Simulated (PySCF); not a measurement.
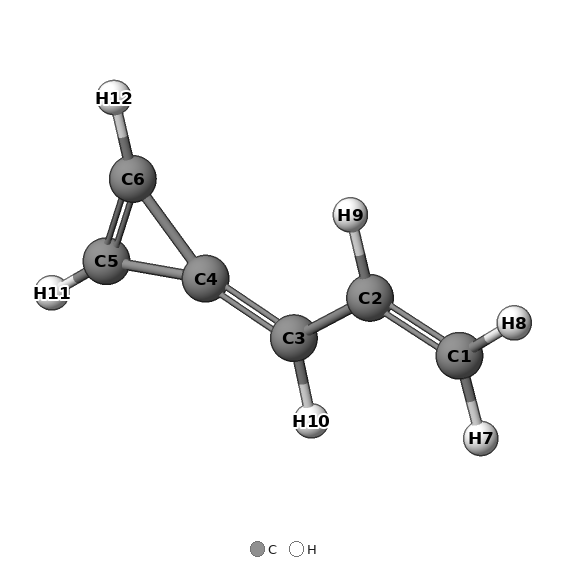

The geometry was computed by an optimisation with GFN2-xTB. No frequency run is at hand to confirm it as a minimum. Level of theory: delta-SCF UKS SCAN, pcX-2 on the ionised atom, pcseg-1 elsewhere, spin-free X2C (PySCF 2.14.0).

Give the core-electron binding energies (to vacuum) of C1 1s, C2 1s, C3 1s, C4 1s, C5 1s, C6 1s.

| atom | level | binding energy (eV) |
| --- | --- | --- |
| C1 | 1s | 288.9 |
| C2 | 1s | 290.0 |
| C3 | 1s | 289.6 |
| C4 | 1s | 290.8 |
| C5 | 1s | 291.1 |
| C6 | 1s | 291.1 |
